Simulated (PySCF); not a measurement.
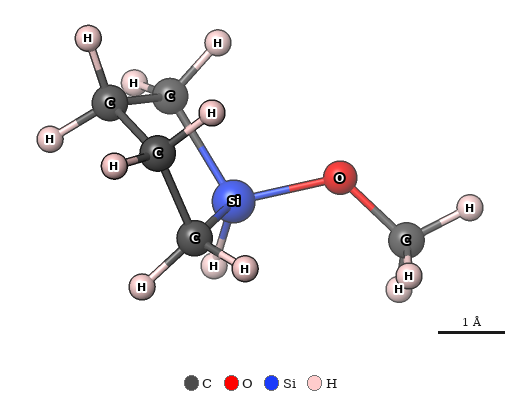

**Figure 1.** The structure (ball-and-stick view, seen at a tilt). Bond lengths as drawn: C–C 1.53 to 1.54 Å, C–H 1.10 to 1.11 Å, C–O 1.40 Å, C–Si 1.88 to 1.89 Å, H–Si 1.50 Å and O–Si 1.67 Å.

**Core-level calculation, with input and output: C$_{5}$H$_{12}$OSi**

The run: core-level calculation of C$_{5}$H$_{12}$OSi, SMILES CO[SiH]1CCCC1. Method and program: delta-SCF UKS SCAN, pcX-2 on the ionised atom, pcseg-1 elsewhere, spin-free X2C (PySCF 2.14.0).

It belongs to a series of runs on one base structure; here: H on Si replaced by OCH3. Figures and captions count atoms from 1; the log counts them from 0 in places.

What the program printed
```
ground state, core basis on atom 0 (C), 193 functions
  cycle   1  E = -562.85357145  |g| = 7.98e-01
  cycle   2  E = -562.57184661  |g| = 1.38e+00
  cycle   3  E = -562.99295653  |g| = 1.94e-01
  cycle   4  E = -563.00025513  |g| = 6.82e-02
  cycle   5  E = -563.00136340  |g| = 1.61e-02
  cycle   6  E = -563.00142633  |g| = 4.83e-03
  cycle   7  E = -563.00143168  |g| = 1.27e-03
  cycle   8  E = -563.00143103  |g| = 3.64e-04
  E(ground) = -563.04786598 Eh
hole in C 1s of atom 0
  cycle   1  E = -551.71224275  |g| = 1.50e+00
  cycle   2  E = -549.34170215  |g| = 2.41e+00
[... 9 cycles left out ...]
  E(ion) = -552.30907850 Eh   <S^2> = 0.7717   hole on atom = 1.000   binding energy = 292.217 eV
ground state, core basis on atom 1 (O), 193 functions
[... 6 cycles left out ...]
  E(ground) = -563.07730461 Eh
hole in O 1s of atom 1
[... 10 cycles left out ...]
  E(ion) = -543.31828583 Eh   <S^2> = 0.7618   hole on atom = 1.000   binding energy = 537.670 eV
ground state, core basis on atom 2 (Si), 204 functions
[... 6 cycles left out ...]
  E(ground) = -563.10818091 Eh
hole in Si 1s of atom 2
[... 10 cycles left out ...]
  E(ion) = -495.25516510 Eh   <S^2> = 0.7522   hole on atom = 1.000   binding energy = 1846.375 eV
hole in Si 2p of atom 2
[... 9 cycles left out ...]
  E(ion) = -559.18548024 Eh   <S^2> = 0.7515   hole on atom = 1.003   binding energy = 106.742 eV
  2p3/2 = 106.495 eV   2p1/2 = 107.120 eV
ground state, core basis on atom 3 (C), 193 functions
[... 6 cycles left out ...]
  E(ground) = -563.04825531 Eh
hole in C 1s of atom 3
[... 10 cycles left out ...]
  E(ion) = -552.39832612 Eh   <S^2> = 0.7683   hole on atom = 1.000   binding energy = 289.799 eV
ground state, core basis on atom 4 (C), 193 functions
[... 6 cycles left out ...]
  E(ground) = -563.04784963 Eh
hole in C 1s of atom 4
[... 1 cycle left out ...]
  cycle   2  E = -550.96408984  |g| = 1.91e+00
  cycle   3  E = -552.27985463  |g| = 3.43e-01
  cycle   4  E = -552.32218069  |g| = 1.28e-01
  cycle   5  E = -552.32656613  |g| = 7.68e-02
  cycle   6  E = -552.32871547  |g| = 1.45e-02
  cycle   7  E = -552.32879309  |g| = 7.89e-03
  cycle   8  E = -552.32882681  |g| = 2.00e-03
  cycle   9  E = -552.32883070  |g| = 9.85e-04
  cycle  10  E = -552.32883213  |g| = 5.78e-04
  cycle  11  E = -552.32883247  |g| = 1.11e-04
  E(ion) = -552.37472962 Eh   <S^2> = 0.7702   hole on atom = 1.000   binding energy = 290.430 eV
```

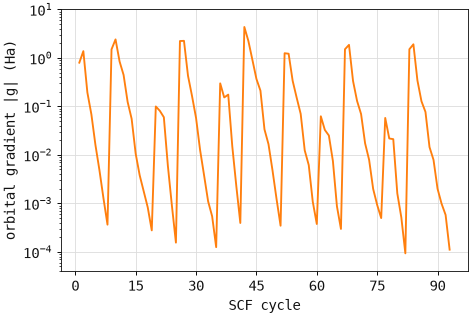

**Figure 2.** Convergence of the self-consistent field: orbital gradient |g| against the SCF cycle. All cycles printed in the log are drawn one after another.

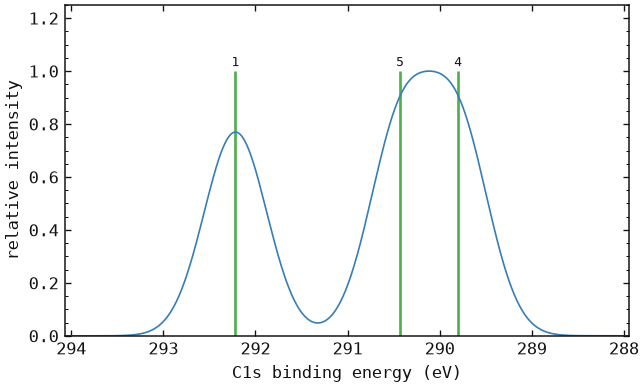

**Figure 3.** C1s binding energies by ΔSCF of the atoms computed, labelled by atom number, with a Gaussian envelope of 0.8 eV full width. They run from 289.80 eV (atom 4) to 292.22 eV (atom 1).

This output came from the following input.

Input file
```
{"job": {"kind": "xps"}, "charge": 0, "multiplicity": 1}
C      3.012353     0.093281     0.202035
O      1.774579     0.739629     0.151918
Si     0.495380     0.234716    -0.799643
C     -0.959103     1.395254    -0.510790
C     -2.117212     0.449560    -0.147783
C     -1.556749    -0.751206     0.623944
C     -0.364834    -1.323365    -0.161512
H      3.697793     0.679696     0.833597
H      2.937457    -0.920713     0.638301
H      3.474382    -0.003995    -0.798848
H      0.984833     0.108252    -2.211652
H     -1.196894     2.067545    -1.348195
H     -0.690532     2.033517     0.349018
H     -2.905017     0.963679     0.426617
H     -2.596845     0.083528    -1.073039
H     -2.336262    -1.508202     0.809892
H     -1.210645    -0.409239     1.615632
H      0.271214    -1.988689     0.442646
H     -0.722925    -1.916560    -1.021780
```

The first line tells a small driver script what to run in PySCF; the rest is the geometry in Å.

Run as:
```bash
OMP_NUM_THREADS=1 python <driver script> task.json out
```

Summary

```tsv
quantity	value
outcome	converged
hardware	1 CPU thread, shared host
wall time	66 s
peak memory	0.82 GiB
```
